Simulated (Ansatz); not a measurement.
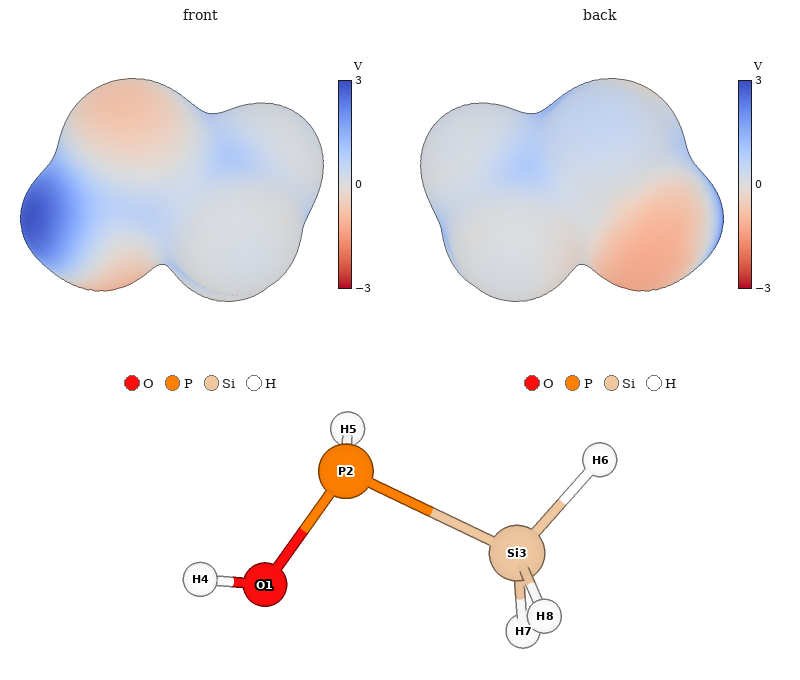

Figure. H$_{5}$OPSi (SMILES OP[SiH3]). The molecular electrostatic potential painted on the density surface at 0.002 e/bohr³, seen from the front and from behind; red is negative and blue positive. The bare structure is drawn below in the same view.

Geometry: PBE0-D4/def2-TZVP.

All numbers below come from Ansatz 0.2.0, RKS PBE0-D4/def2-TZVPP.

Input

```
crystal:
  periodic: [false, false, false]
  atoms:
    - {symbol: O, position_ang: [-1.125599, 0.275021, -1.485269]}
    - {symbol: P, position_ang: [-0.452817, 1.099005, -0.203017]}
    - {symbol: Si, position_ang: [0.556089, -0.632694, 0.841879]}
    - {symbol: H, position_ang: [-1.980824, 0.659263, -1.692425]}
    - {symbol: H, position_ang: [0.764430, 1.528986, -0.810590]}
    - {symbol: H, position_ang: [1.503427, -0.038575, 1.824349]}
    - {symbol: H, position_ang: [1.294056, -1.517585, -0.097310]}
    - {symbol: H, position_ang: [-0.466761, -1.430621, 1.566484]}
basis:
  gaussian: {orbitals: def2-TZVPP}
hamiltonian: {xc: pbe0, dispersion: d4}
output: {orbitals: {seedname: orbitals}}
```

Command:

```sh
ansatz run in.yaml --threads 2 --pin off --events-out ev --progress --plain --max-ram 4352MiB
```

Where is the surface potential most negative and most positive?

The most negative region (about −1.2 V) lies over O1, the most positive (about +2.7 V) over H4. O1 is the likeliest acceptor of a hydrogen bond.
